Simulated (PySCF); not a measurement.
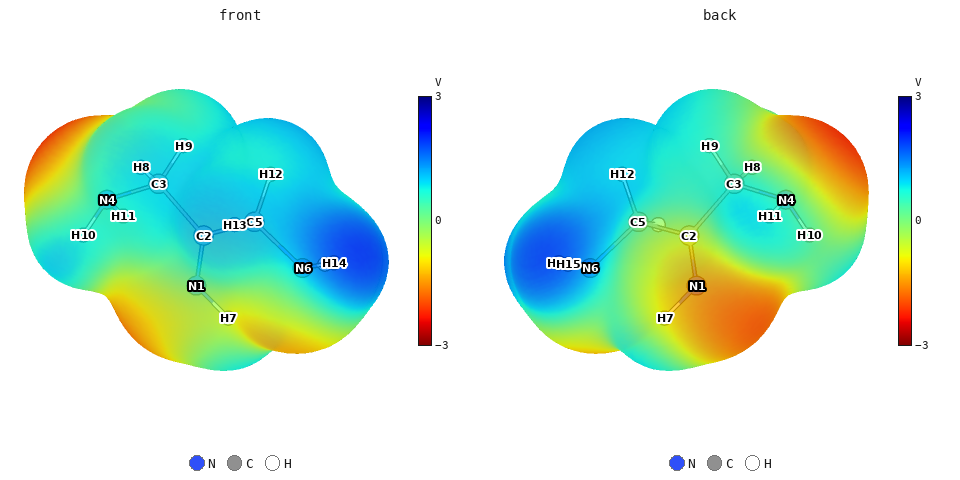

*C$_{3}$H$_{9}$N$_{3}$. The electrostatic potential painted on the density surface at 0.002 e/bohr³, seen from the front and from behind; the colour scale runs from red (negative) to blue (positive).*

Geometry: GFN2-xTB.

Method: PySCF, wB97X-D/def2-SVPD, SCF density, in a benzene solvent model.

```yaml
atoms:
  - { symbol: N, position_ang: [0.3275, 0.1723, -1.4396] }
  - { symbol: C, position_ang: [0.1063, 0.0956, -0.2051] }
  - { symbol: C, position_ang: [1.2683, 0.2245, 0.7535] }
  - { symbol: N, position_ang: [2.5361, 0.5545, 0.1374] }
  - { symbol: C, position_ang: [-1.2554, -0.1121, 0.4295] }
  - { symbol: N, position_ang: [-2.2107, -0.5575, -0.5712] }
  - { symbol: H, position_ang: [-0.5097, 0.0851, -2.0135] }
  - { symbol: H, position_ang: [1.0298, 0.9922, 1.4976] }
  - { symbol: H, position_ang: [1.3850, -0.7248, 1.2893] }
  - { symbol: H, position_ang: [2.4434, 1.4349, -0.3602] }
  - { symbol: H, position_ang: [2.7484, -0.1439, -0.5687] }
  - { symbol: H, position_ang: [-1.1525, -0.7945, 1.2906] }
  - { symbol: H, position_ang: [-1.5939, 0.8559, 0.8146] }
  - { symbol: H, position_ang: [-3.1487, -0.5799, -0.1893] }
  - { symbol: H, position_ang: [-1.9786, -1.4942, -0.8866] }
```

### Describe the electrostatic potential map.

The most negative region (about −2.1 V, or −48 kcal/mol for a unit charge) lies over N4, the most positive (about +1.9 V, or +44 kcal/mol for a unit charge) over H14. N4 is the likeliest acceptor of a hydrogen bond.

### What dipole moment does the calculation give?

Its dipole moment is 4.07 D.
